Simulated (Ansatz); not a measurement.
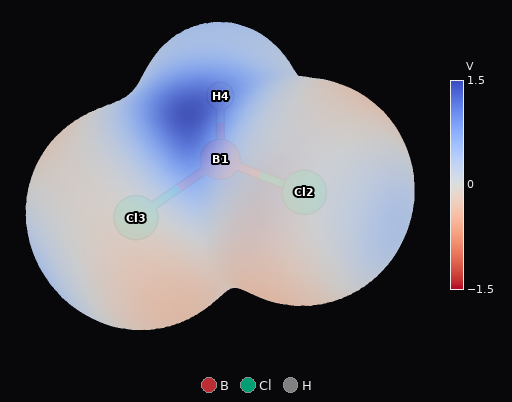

The picture shows: BCl2H. The molecular electrostatic potential painted on the density surface at 0.002 e/bohr³, seen at a tilt; red is negative and blue positive.

These are results of RKS PBE0-D4/def2-SVP (Ansatz 0.2.0), not measurements.

Question: Describe the electrostatic potential map.

Answer: The most negative region (about −0.3 V, or −7 kcal/mol for a unit charge) lies over Cl2 and Cl3, the most positive (about +1.4 V, or +32 kcal/mol for a unit charge) over B1. Cl2 shows a σ-hole: about +0.4 V, or +9 kcal/mol for a unit charge at the tip opposite its bond, against about −0.1 V on its flanks. Cl3 shows a σ-hole: about +0.4 V, or +9 kcal/mol for a unit charge at the tip opposite its bond, against about −0.1 V on its flanks.
